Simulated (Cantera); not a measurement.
Feed: 1 mol Si, 0.6 mol HCl, 7.9 mol H2, 1.8 mol Cl2, at 1 atm.

Cantera equilibrium calculation (NASA polynomials, part measured and part estimated; ideal gas, pure solids and liquids). Candidate condensed phases: Si; 19 gas species. The tables' values for SiCl3 are old estimates; treat these amounts as uncertain. Equilibrium is a limit: real reactors are often held back by kinetics, nucleation or transport.

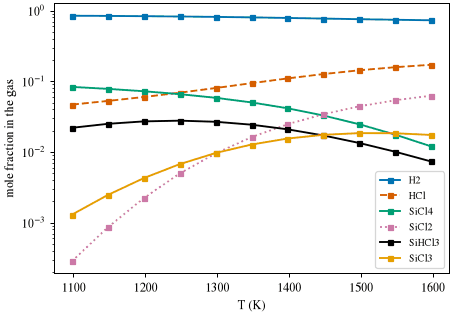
Fig. 1. Equilibrium gas composition (values under 1e-9 drawn at 1e-9)

Task: Read off the mole fractions at 1348 K.

Result: H2 about 0.80, HCl about 0.094, SiCl4 about 0.050, SiHCl3 about 0.024, SiCl2 about 0.016, SiCl3 about 0.013.
